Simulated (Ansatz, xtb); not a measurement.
## Redistribution: SiH3Cl + C2H8Si2 → SiH3(SiH3) + C2H5ClSi

Species: SiH3Cl (chlorosilane) `[SiH3]Cl`, singlet; C2H8Si2 `C=C[SiH2][SiH3]`, singlet; SiH3(SiH3) (disilane), singlet; C2H5ClSi `C=C[SiH2]Cl`, singlet. The partners trade Cl for SiH3; both sit on Si, so the bond types are kept.

Shapes, held fixed at every level: PBE0-D4/def2-TZVP. Flexible molecules stand in one conformer, not always the lowest. Programs: Ansatz 0.2.0, xtb 6.7.1. The zero-point and thermal change to 298 K, harmonic and unscaled (PBE0-D4/def2-TZVP), is -0.3 kJ/mol.

```csv
level,kind,ΔH(298 K) (kJ/mol),less CCSD(T)/CBS estimate
GFN1-xTB,semi-empirical,+13.7,+23.0
HF/def2-TZVPP,Hartree–Fock,-10.0,-0.7
PBE-D4/def2-TZVPP,GGA,-9.1,+0.2
B3LYP-D4/def2-TZVPP,global hybrid,-9.2,+0.1
PBE0-D4/def2-TZVPP,global hybrid,-9.4,-0.1
CCSD/def2-SVP,coupled cluster or CI,-9.9,-0.6
CCSD(T)/def2-TZVPP,coupled cluster or CI,-9.3,0.0
CCSD/def2-TZVPP,coupled cluster or CI,-9.5,-0.2
CCSD(T)/CBS estimate,coupled cluster or CI,-9.3,0.0
```

The highest level, CCSD(T)/CBS estimate, gives ΔH(298 K) = -9.3 kJ/mol; the levels span -10.0 to +13.7. They disagree on the sign: 1 of 9 are positive. The column of differences is taken from that level and isn't an error. No measured value is set beside it here. The CBS estimate extrapolates MP2 from def2-TZVPP and def2-QZVPP and adds CCSD(T) − MP2 in the triple-zeta set, cores frozen.

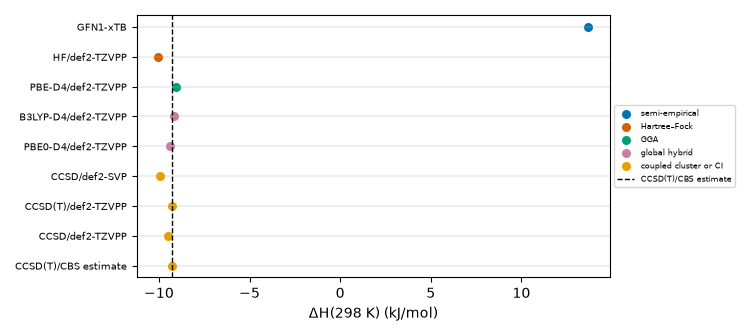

The values of the table, level by level.
